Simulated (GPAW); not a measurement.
# Ga2O3 (C2/m): G0W0 with GPAW, start to end

Wanted: ground state, empty states, screening and self-energy for Ga2O3 (C2/m).

Method: PBE and many-body steps on it, plane waves, in GPAW 26.7.0.

**What was measured.**

- Gap 4.6 eV: optical gap, direct-transition analysis, x = 0.0; diffuse reflectance, Tauc plot; 300 K; powder (solid-state synthesised powder, 1400 C in air) (“Photoelectric Studies as the Key to Understanding the Nonradiative Processes in Chromium Activated NIR Materials”, 2024, pmc:11328124).

- Gap 4.88 eV: optical direct gap from Tauc plot; optical transmission, Tauc plot; film (as-deposited 50 nm PLD film, (-201) oriented) on c-plane sapphire (“beta-phase (AlxGa1-x)2O3 thin film with Al composition more than 70%”, 2020, arxiv:2005.05799).

- Gap 4.5 eV: optical absorption edge from ellipsometry; spectroscopic ellipsometry; film (oxidised 75 nm GaSe layer, annealed at 800 C in oxygen) on Al2O3 (“Thin Ga2O3 Layers by Thermal Oxidation of van der Waals GaSe Nanostructures for Ultraviolet Photon Sensing”, 2024, pmc:11320379).

- Gap 4.98 eV: direct optical gap from Tauc plot, film annealed at 900 C; UV-Vis transmission and reflection, Tauc plot; film (80 nm PE-ALD film on sapphire, annealed in O2 at 900 C for 15 min) on sapphire (“Investigation of Ga2O3-Based Deep Ultraviolet Photodetectors Using Plasma-Enhanced Atomic Layer Deposition System”, 2020, pmc:7662978).

- Gap 4.65 eV: direct optical gap from Tauc extrapolation, as-deposited; optical transmittance, Tauc plot; film (polycrystalline sputtered film, about 164 nm, on sapphire, not annealed) on Al2O3 (0006) (“Effects of Post Annealing on Electrical Performance of Polycrystalline Ga2O3 Photodetector on Sapphire”, 2020, pmc:7206477).

This is a selection; 6 further reports are not listed.

## (1) Set-up

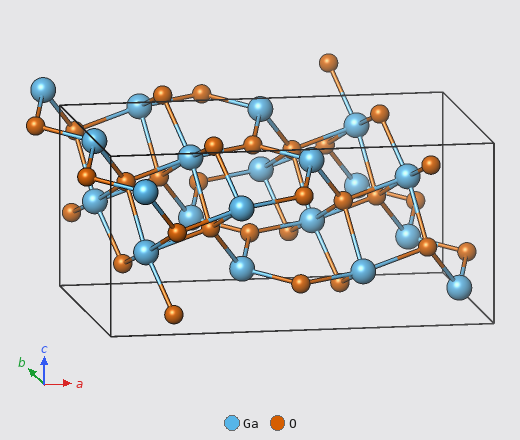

The starting structure, seen from a free direction (gallium blue, oxygen orange). 1×2×1 cells are drawn. This picture shows the conventional cell, with its axes. Some periodic images of atoms are drawn too.

The cell and positions come from the Crystallography Open Database and are kept as given unless a step says otherwise.

## (2) Ground state

This step: GPAW 26.7.0; DFT, PBE, plane waves, PAW.

The ground-state density comes first.

run.py reads:

```python
import json
import numpy as np
from gpaw.mpi import world
from ase import Atoms
from gpaw import GPAW, PW, FermiDirac

atoms = Atoms(['Ga', 'Ga', 'Ga', 'Ga', 'O', 'O', 'O', 'O', 'O', 'O'],
    cell=[[6.1070000000, -1.5185500000, 0.0000000000],
      [6.1070000000, 1.5185500000, 0.0000000000],
      [-1.3859888959, 0.0000000000, 5.6300087380]],
    scaled_positions=[[0.0905000000, 0.0905000000, 0.7946000000],
      [0.9095000000, 0.9095000000, 0.2054000000],
      [0.6586600000, 0.6586600000, 0.3140200000],
      [0.3413400000, 0.3413400000, 0.6859800000],
      [0.1645000000, 0.1645000000, 0.1098000000],
      [0.8355000000, 0.8355000000, 0.8902000000],
      [0.1733000000, 0.1733000000, 0.5632000000],
      [0.8267000000, 0.8267000000, 0.4368000000],
      [0.4959000000, 0.4959000000, 0.2566000000],
      [0.5041000000, 0.5041000000, 0.7434000000]],
    pbc=(True, True, True))
calc = GPAW(mode=PW(600),
    xc='PBE',
    kpts={'size': (8, 8, 4), 'gamma': True},
    occupations=FermiDirac(0.001),
    nbands=-11,
    convergence={'density': 1e-6, 'bands': -3},
    maxiter=100,
    txt='gs.txt')
atoms.calc = calc
res = {'energy': atoms.get_potential_energy()}
kpts = calc.get_ibz_k_points()
res['kpts'] = kpts
res['eigenvalues'] = [calc.get_eigenvalues(kpt=k) for k in range(len(kpts))]
res['n_electrons'] = calc.get_number_of_electrons()
calc.write('gs.gpw')

if world.rank == 0:
    with open('result.json', 'w') as f:
        json.dump(res, f, default=lambda x: x.tolist())
```

The run is started by

```bash
$ mpirun -n 4 gpaw python run.py
```

The log of the run:

```text
__  _  _
 | _ |_)|_||  |
 |__||  | ||/\| - 26.7.0

Input parameters:
  mode=PW(ecut=600.0),
  convergence={'density': 1e-06, 'bands': -3},
  kpts=MonkhorstPack(size=(8, 8, 4), gamma=True),
  maxiter=100,
  nbands=-11,
  occupations=Occupations(name='fermi-dirac', width=0.001, fixmagmom=False),
  xc=XC(name='PBE')
  [... matrices ...]
Diagonalizing LCAO Hamiltonian
Converting LCAO to pw mode

                             O
       Ga          O
               Ga
          O                   O
                         Ga
                     O           Ga
           O

Atoms  # Å, Bohr magnetons
|   | symbol |         x |         y |        z |    initial magnetic moments |
| 0 |     Ga |  0.004060 | -0.000000 | 4.473605 | ( 0.0000,  0.0000,  0.0000) |
| 1 |     Ga | 10.823951 |  0.000000 | 1.156404 | ( 0.0000,  0.0000,  0.0000) |
| 2 |     Ga |  7.609645 |  0.000000 | 1.767935 | ( 0.0000,  0.0000,  0.0000) |
| 3 |     Ga |  3.218366 | -0.000000 | 3.862073 | ( 0.0000,  0.0000,  0.0000) |
| 4 |      O |  1.857021 | -0.000000 | 0.618175 | ( 0.0000,  0.0000,  0.0000) |
| 5 |      O |  8.970990 | -0.000000 | 5.011834 | ( 0.0000,  0.0000,  0.0000) |
| 6 |      O |  1.336097 | -0.000000 | 3.170821 | ( 0.0000,  0.0000,  0.0000) |
| 7 |      O |  9.491914 |  0.000000 | 2.459188 | ( 0.0000,  0.0000,  0.0000) |
| 8 |      O |  5.701278 | -0.000000 | 1.444660 | ( 0.0000,  0.0000,  0.0000) |
| 9 |      O |  5.126733 |  0.000000 | 4.185348 | ( 0.0000,  0.0000,  0.0000) |

Unit cell  # Å
| periodic |         x |         y |        z |  lengths |     angles |
|      yes |  6.107000 | -1.518550 | 0.000000 | 6.292968 | 103.413542 |
|      yes |  6.107000 |  1.518550 | 0.000000 | 6.292968 | 103.413542 |
|      yes | -1.385989 |  0.000000 | 5.630009 | 5.798100 |  27.927628 |

Number of symmetries: 4
Symmetry operations  # r_c * U_cc + t_c -> r_c
|   | kind |            matrix            |
| 0 |  E   |  1, 0, 0,  0, 1, 0,  0, 0, 1 |
| 1 |  σ   |  0, 1, 0,  1, 0, 0,  0, 0, 1 |
| 2 |  C2  |  0,-1, 0, -1, 0, 0,  0, 0,-1 |
| 3 |  i   | -1, 0, 0,  0,-1, 0,  0, 0,-1 |

BZ-sampling:
  Number of BZ points: 256
  Number of IBZ points: 78

  Monkhorst-Pack size: [8, 8, 4]
  Monkhorst-Pack shift: [0.0625, 0.0625, 0.125]

K-points  # in reciprocal-cell coordinates
|     |                                coordinates |     weight |
|   0 | (  0.00000000,   0.00000000,   0.00000000) | 0.00390625 |
|   1 | (  0.00000000,   0.00000000,   0.25000000) | 0.00781250 |
|   2 | (  0.00000000,   0.00000000,   0.50000000) | 0.00390625 |
|   3 | (  0.12500000,  -0.12500000,   0.00000000) | 0.00781250 |
|   4 | (  0.12500000,  -0.12500000,   0.25000000) | 0.01562500 |
|   5 | (  0.12500000,  -0.12500000,   0.50000000) | 0.00781250 |
|   6 | (  0.12500000,   0.00000000,  -0.25000000) | 0.01562500 |
|   7 | (  0.12500000,   0.00000000,   0.00000000) | 0.01562500 |
|   8 | (  0.12500000,   0.00000000,   0.25000000) | 0.01562500 |
|   9 | (  0.12500000,   0.00000000,   0.50000000) | 0.01562500 |
| ... |                                            |            |
|  77 | (  0.50000000,   0.50000000,   0.50000000) | 0.00390625 |

Plane wave coefficients: 3518
Cutoff: 600.0 eV

Spin-components: 1 (collinear spins)
Bands:           35
Projectors:      50
Spin-degeneracy: 2
Datatype:        complex128

  Storage: CPU
  Wave functions: 151_089_120 bytes (37_772_280 per core)
  Projectors: 125_188_128 bytes (31_297_032 per core)
  [... matrices ...]
Parallelization:
  kpt:    4
  domain: 1
  band:   1

Density:
  Valence electrons: 48.0
  Components: 1
  Grid points: [36 36 35]
  Charge: 0.0  # |e|

Potential:
  Grid points: [36 36 35]

species:
  Ga:
    name:    Gallium
    Z:       31.0
    valence: 3
    core:    28
    charge:  0.0  # [|e|]
    compensation charges:
      type: gauss
      rc: 0.37  # [Å]
      lmax: 2
    cutoffs:
      filter: 2.06  # [Å]
      core: 4.17  # [Å]
    projectors
    | kind |    occ | energy [eV] | rcut [Å] |
    |   4s |  2.000 |      -8.945 |    1.164 |
    |   4p |  1.000 |      -2.580 |    1.164 |
    |    s |        |      18.266 |    1.164 |
    |    p |        |      24.631 |    1.164 |
    |    d |        |       0.000 |    1.164 |

    Using partial waves for Ga as LCAO basis

  O:
    name:    Oxygen
    Z:       8.0
    valence: 6
    core:    2
    charge:  0.0  # [|e|]
    compensation charges:
      type: gauss
      rc: 0.21  # [Å]
      lmax: 2
    cutoffs:
      filter: 1.17  # [Å]
      core: 0.83  # [Å]
    projectors
    | kind |    occ | energy [eV] | rcut [Å] |
    |   2s |  2.000 |     -23.961 |    0.688 |
    |   2p |  4.000 |      -9.029 |    0.598 |
    |    s |        |       3.251 |    0.688 |
    |    p |        |      18.182 |    0.598 |
    |    d |        |       0.000 |    0.619 |

    Using partial waves for O as LCAO basis

Reference energy: -223783.799923  # eV

eigensolver:
  PPCG
  Converge bands: -3
  niter=2

density mixing:
  MSR1-Mixer
  Pratt-step length: 0.05
  Maximum mixing coefficient: 0.75
  Old densities: 10
  SVD Regularization: 0.005
  Good broyden scale: 1.0
  Trust region scale: 1.0
  Backstep threshold: 4.0
  History deletion threshold: 6.0
  Fourier metric: weight=20.0, sigma=0.015

occupation numbers:
  Fermi-Dirac:
    width: 0.0010  # eV

poisson solver:
  ecut: 4800.0  # eV

xc functional:
  name: PBE with 2 nearest neighbor stencil

Initialization done in: 15.954 s

convergence criteria:
- Maximum integral of absolute [dens]ity change: 1e-06 electrons / valence electron
- Maximum [total energy] change in last 3 cyles: 0.0005 eV / valence electron
- Maximum integral of absolute [eigenst]ate change: 4e-08 eV^2 / valence electron
maximum number of iterations: 100

SCF iterations
|iter     |     time |      energy | eigst |  dens |
|iter:   1|  |  -68.529567 | +0.29 |       |
|iter:   2|  |  -66.248964 | -1.07 | -0.67 |
|iter:   3|  |  -59.875443 | -0.35 | -0.73 |
|iter:   4|  |  -59.874605 | -2.05 | -1.33 |
|iter:   5|  |  -59.882050c| -2.52 | -1.61 |
|iter:   6|  |  -59.881002c| -3.29 | -2.47 |
|iter:   7|  |  -59.881169c| -4.55 | -2.87 |
|iter:   8|  |  -59.881198c| -4.94 | -3.32 |
|iter:   9|  |  -59.881199c| -5.04 | -4.18 |
|iter:  10|  |  -59.881199c| -5.49 | -4.48 |
|iter:  11|  |  -59.881199c| -6.21 | -4.89 |
|iter:  12|  |  -59.881199c| -6.78 | -5.53 |
|iter:  13|  |  -59.881199c| -6.95 | -6.19c|
|iter:  14|  |  -59.881199c| -7.42c| -6.79c|

Converged in 14 steps
SCF loop duration: 139.885 s (9.992 s/step)
Energy contributions relative to reference atoms: (reference = -223783.799923)
  [... matrices ...]
Energy contributions:
  Kinetic:         153.493002
  Coulomb:        -135.365314
  Zero:              1.370137
  External:          0.000000
  Xc:              -79.379024
  Entropy:          -0.000000
  Spinorbit:         0.000000
  ----------------------------
  Free energy:     -59.881199
  Extrapolated:    -59.881199

dipole moment: (-0.000310, 0.000000, -0.000161)  # |e|*Ang

Fermi level: 5.063
Eigenvalues  # (at kpt = [0.000, 0.000, 0.000])
| band index |      eig [eV] | occ [0-2] |
|          0 |       -13.895 |     2.000 |
|        ... |               |           |
|         16 |         3.269 |     2.000 |
|         17 |         3.409 |     2.000 |
|         18 |         3.987 |     2.000 |
|         19 |         4.232 |     2.000 |
|         20 |         4.304 |     2.000 |
|         21 |         4.532 |     2.000 |
|         22 |         4.721 |     2.000 |
|         23 |         4.994 |     2.000 |
|         24 |         7.453 |     0.000 |
[...]
|         28 |        12.828 |     0.000 |
|         29 |        13.790 |     0.000 |
|         30 |        14.452 |     0.000 |
|         31 |        14.508 |     0.000 |
|        ... |               |           |
|         34 |        17.935 |     0.000 |

Gap: 2.430 eV
Transition (v -> c):
  (s=0, k=74, n=23, [0.50, 0.38, 0.50]) -> (s=0, k=0, n=24, [0.00, 0.00, 0.00])
Direct/indirect transitions are different
Direct gap: 2.460 eV
Transition at: (s=0, k=0, n=23, [0.00, 0.00, 0.00])
# Writing to gs.gpw (mode='')
  [... matrices ...]
```

Wall time 2.6 min (4 MPI ranks of Intel Xeon Platinum 8259CL at 2.50GHz (Skylake/Cascade Lake), shared host); peak memory 1.1 GiB; 11 min of CPU time.

This step gave:

* total energy: -59.8812 eV
* gap: 2.430 eV
* k of the valence top: 0.5, 0.375, 0.5
* k of the conduction bottom: 0, 0, 0
* least direct gap: 2.460 eV

The gap is indirect, with the least direct gap 0.03 eV higher.

## (3) Bands along the symmetry lines

Levels along a band path, at the cheap level, show where the edges lie and whether the meshes to come will hold them.

run.py reads:

```python
import json
import numpy as np
from gpaw.mpi import world
from gpaw import GPAW

path = [[0.000000, 0.000000, 0.000000],
    [-0.033299, 0.033299, 0.000000],
    [-0.066599, 0.066599, 0.000000],
    [-0.099898, 0.099898, 0.000000],
    [-0.133197, 0.133197, 0.000000],
    [-0.166496, 0.166496, 0.000000],
    [-0.199796, 0.199796, 0.000000],
    [-0.233095, 0.233095, 0.000000],
    [-0.266394, 0.266394, 0.000000],
    [-0.733606, -0.266394, 0.000000],
    [-0.704405, -0.295595, 0.000000],
    [-0.675204, -0.324796, 0.000000],
    [-0.646003, -0.353996, 0.000000],
    [-0.616803, -0.383197, 0.000000],
    [-0.587602, -0.412398, 0.000000],
    [-0.558401, -0.441599, 0.000000],
    [-0.529201, -0.470799, 0.000000],
    [-0.500000, -0.500000, 0.000000],
    [-0.437500, -0.437500, 0.000000],
    [-0.375000, -0.375000, 0.000000],
    [-0.312500, -0.312500, 0.000000],
    [-0.250000, -0.250000, 0.000000],
    [-0.187500, -0.187500, 0.000000],
    [-0.125000, -0.125000, 0.000000],
    [-0.062500, -0.062500, 0.000000],
    [0.000000, 0.000000, 0.000000],
    [-0.062500, -0.062500, 0.062500],
    [-0.125000, -0.125000, 0.125000],
    [-0.187500, -0.187500, 0.187500],
    [-0.250000, -0.250000, 0.250000],
    [-0.312500, -0.312500, 0.312500],
    [-0.375000, -0.375000, 0.375000],
    [-0.437500, -0.437500, 0.437500],
    [-0.500000, -0.500000, 0.500000],
    [-0.530233, -0.469767, 0.500000],
    [-0.560465, -0.439535, 0.500000],
    [-0.590698, -0.409302, 0.500000],
    [-0.620931, -0.379069, 0.500000],
    [-0.651163, -0.348837, 0.500000],
    [-0.681396, -0.318604, 0.500000],
    [-0.711628, -0.288372, 0.500000],
    [-0.741861, -0.258139, 0.500000],
    [-0.258139, 0.258139, 0.500000],
    [-0.225872, 0.225872, 0.500000],
    [-0.193604, 0.193604, 0.500000],
    [-0.161337, 0.161337, 0.500000],
    [-0.129069, 0.129069, 0.500000],
    [-0.096802, 0.096802, 0.500000],
    [-0.064535, 0.064535, 0.500000],
    [-0.032267, 0.032267, 0.500000],
    [0.000000, 0.000000, 0.500000],
    [0.000000, 0.000000, 0.437500],
    [0.000000, 0.000000, 0.375000],
    [0.000000, 0.000000, 0.312500],
    [0.000000, 0.000000, 0.250000],
    [0.000000, 0.000000, 0.187500],
    [0.000000, 0.000000, 0.125000],
    [0.000000, 0.000000, 0.062500],
    [0.000000, 0.000000, 0.000000],
    [-0.500000, 0.000000, 0.500000],
    [-0.437500, 0.000000, 0.437500],
    [-0.375000, 0.000000, 0.375000],
    [-0.312500, 0.000000, 0.312500],
    [-0.250000, 0.000000, 0.250000],
    [-0.187500, 0.000000, 0.187500],
    [-0.125000, 0.000000, 0.125000],
    [-0.062500, 0.000000, 0.062500],
    [0.000000, 0.000000, 0.000000],
    [-0.062500, 0.000000, 0.000000],
    [-0.125000, 0.000000, 0.000000],
    [-0.187500, 0.000000, 0.000000],
    [-0.250000, 0.000000, 0.000000],
    [-0.312500, 0.000000, 0.000000],
    [-0.375000, 0.000000, 0.000000],
    [-0.437500, 0.000000, 0.000000],
    [-0.500000, 0.000000, 0.000000]]
calc = GPAW('gs.gpw').fixed_density(kpts=path,
    symmetry='off',
    nbands=34,
    convergence={'bands': 30},
    txt='bands.txt')
res = {}
kpts = calc.get_ibz_k_points()
res['kpts'] = kpts
res['eigenvalues'] = [calc.get_eigenvalues(kpt=k) for k in range(len(kpts))]
res['n_electrons'] = calc.get_number_of_electrons()

if world.rank == 0:
    with open('result.json', 'w') as f:
        json.dump(res, f, default=lambda x: x.tolist())
```

The run is started by

```bash
$ mpirun -n 4 gpaw python run.py
```

The log of the run:

```text
Diagonalizing LCAO Hamiltonian
Converting LCAO to pw mode
convergence criteria:
- Maximum integral of absolute [eigenst]ate change: 4e-08 eV^2 / valence electron
maximum number of iterations: 100

SCF iterations
|iter     |     time |      energy | eigst |  dens |
|iter:   1|  |             | +0.30 |       |
|iter:   2|  |             | -1.36 |       |
|iter:   3|  |             | -2.42 |       |
[...]
|iter:  10|  |             | -6.73 |       |
|iter:  11|  |             | -7.27 |       |
|iter:  12|  |             | -7.70c|       |
SCF steps: 12
  __  _  _
 | _ |_)|_||  |
 |__||  | ||/\| - 26.7.0

Input parameters:
  mode=PW(ecut=600.0),
  convergence={'bands': 30},
  gpts=array([36, 36, 35]),
  kpts=KPoints(kpts=array([[ 0.      ,  0.      ,  0.      ],
         [-0.033299,  0.033299,  0.      ],
         [-0.066599,  0.066599,  0.      ],
         [-0.099898,  0.099898,  0.      ],
[...]
[-0.5     , -0.5     ,  0.      ],
         [-0.4375  , -0.4375  ,  0.      ],
         [-0.375   , -0.375   ,  0.      ],
[...]
[ 0.      ,  0.      ,  0.      ],
[...]
[-0.064535,  0.064535,  0.5     ],
         [-0.032267,  0.032267,  0.5     ],
         [ 0.      ,  0.      ,  0.5     ],
         [ 0.      ,  0.      ,  0.4375  ],
[...]
[ 0.      ,  0.      ,  0.      ],
[...]
[ 0.      ,  0.      ,  0.      ],
[...]
[-0.375   ,  0.      ,  0.      ],
         [-0.4375  ,  0.      ,  0.      ],
         [-0.5     ,  0.      ,  0.      ]])),
  maxiter=100,
  nbands=34,
  occupations=Occupations(name='fermi-dirac', width=0.001, fixmagmom=False),
  parallel={},
  symmetry=Symmetry(point_group=False, time_reversal=False),
  xc=XC(name='PBE')
```

Run time: 1.9 min. Hardware: 4 MPI ranks; peak memory 1.3 GiB; 7.6 min of CPU time.

Numbers from this step:

* gap: 2.423 eV
* k of the valence top: -0.5302, -0.4698, 0.5
* k of the conduction bottom: 0, 0, 0
* least direct gap: 2.460 eV

The gap is 2.423 eV, −0.008 eV from the run before at this level.

The electronic bands at the labelled points (eV, zero at the top of the highest filled band):

```
     point  band 21  band 22  band 23  band 24  band 25  band 26  band 27  band 28
         Γ    -0.73    -0.50    -0.31    -0.04     2.42     5.74     6.76     6.78
         C    -0.95    -0.82    -0.54    -0.14     5.79     6.49     7.00     7.15
jump to C2    -0.95    -0.82    -0.54    -0.14     5.79     6.49     7.00     7.15
        Y2    -0.79    -0.77    -0.45    -0.18     4.60     4.85     5.85     6.62
         Γ    -0.73    -0.50    -0.31    -0.04     2.42     5.74     6.76     6.78
        M2    -0.73    -0.72    -0.61    -0.01     5.22     5.37     6.29     6.56
         D    -1.18    -0.92    -0.90    -0.67     6.95     7.02     7.72     8.12
jump to D2    -1.18    -0.92    -0.90    -0.67     6.95     7.02     7.72     8.12
         A    -0.69    -0.65    -0.61    -0.33     4.81     4.95     6.77     7.24
         Γ    -0.73    -0.50    -0.31    -0.04     2.42     5.74     6.76     6.78
jump to L2    -1.14    -1.08    -0.78    -0.68     6.92     6.96     7.89     8.09
         Γ    -0.73    -0.50    -0.31    -0.04     2.42     5.74     6.76     6.78
        V2    -0.86    -0.77    -0.53    -0.15     5.66     6.56     7.28     7.51
```

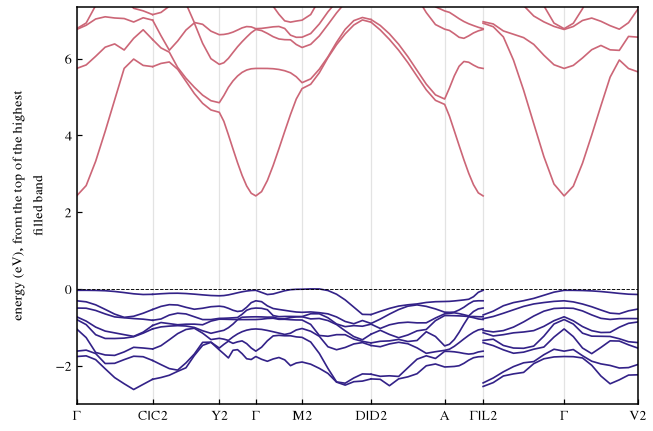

Electronic bands along the path; lines of filled and empty bands in two colours.

## (4) Empty states on the mesh, 4×4×4 mesh, 361 bands

The sums over transitions need many empty states on a uniform mesh; this step solves for them.

run.py reads:

```python
import json
import numpy as np
from gpaw.mpi import world
from gpaw import GPAW

calc = GPAW('gs.gpw').fixed_density(kpts={'size': (4, 4, 4), 'gamma': True},
    parallel={'domain': 1, 'band': 1},
    txt='nscf.txt')
calc.diagonalize_full_hamiltonian(nbands=361)
calc.write('full.gpw', mode='all')
res = {}
kpts = calc.get_ibz_k_points()
res['kpts'] = kpts
res['eigenvalues'] = [calc.get_eigenvalues(kpt=k) for k in range(len(kpts))]
res['n_electrons'] = calc.get_number_of_electrons()

if world.rank == 0:
    with open('result.json', 'w') as f:
        json.dump(res, f, default=lambda x: x.tolist())
```

The run is started by

```bash
$ mpirun -n 4 gpaw python run.py
```

The log of the run:

```text
Diagonalizing LCAO Hamiltonian
Converting LCAO to pw mode
convergence criteria:
- Maximum integral of absolute [eigenst]ate change: 4e-08 eV^2 / valence electron
maximum number of iterations: 100

SCF iterations
|iter     |     time |      energy | eigst |  dens |
|iter:   1|  |             | +0.40 |       |
|iter:   2|  |             | -1.15 |       |
|iter:   3|  |             | -2.05 |       |
[...]
|iter:  16|  |             | -7.17 |       |
|iter:  17|  |             | -7.38 |       |
|iter:  18|  |             | -7.58c|       |
SCF steps: 18
  __  _  _
 | _ |_)|_||  |
 |__||  | ||/\| - 26.7.0

Input parameters:
  mode=PW(ecut=600.0),
  convergence={'density': 1e-06, 'bands': -3},
  gpts=array([36, 36, 35]),
  kpts=MonkhorstPack(size=(4, 4, 4), gamma=True),
  maxiter=100,
  nbands=35,
  occupations=Occupations(name='fermi-dirac', width=0.001, fixmagmom=False),
  parallel={'domain': 1, 'band': 1},
  xc=XC(name='PBE')
Matrix size: 3506x3506
# Writing to full.gpw (mode='all')
  [... matrices ...]

timing:  # [seconds]
  Total: 261.178  # ━━━━━━━━━━━━━━━━━━━━━━━━━━━━━━━━━━━━━━━━━━━━━━━━━━━━━━━━━
```

Wall time 5.2 min (4 MPI ranks); peak memory 5.1 GiB; 21 min of CPU time.

This step gave:

```
gap                                                           : 2.431 eV
k of the valence top                                          : 0.5, 0.5, 0.5
k of the conduction bottom                                    : 0, 0, 0
least direct gap                                              : 2.460 eV
k points computed                                             : 24
lowest point of the top converged band, above the valence top : 116.6438 eV
```

On this mesh the gap is 2.431 eV.

(Continued in part 2 of 2.)

[Paths, hosts, dates, memory and timing lines, banners, echoed tables and standing remarks are left out of the program output.]

[Logs are printed without paths, hosts, clocks, repeated set-up lines and the standing remarks that a program may print on its own settings, such as how far it seeks lower states.]

[Runs of the session that timed out or met a known fault of the program may be left out.]

[Hosts, paths, dates, database ids (printed as entryN), source tags and the programs' standing remarks are cut or masked in the printed files.]
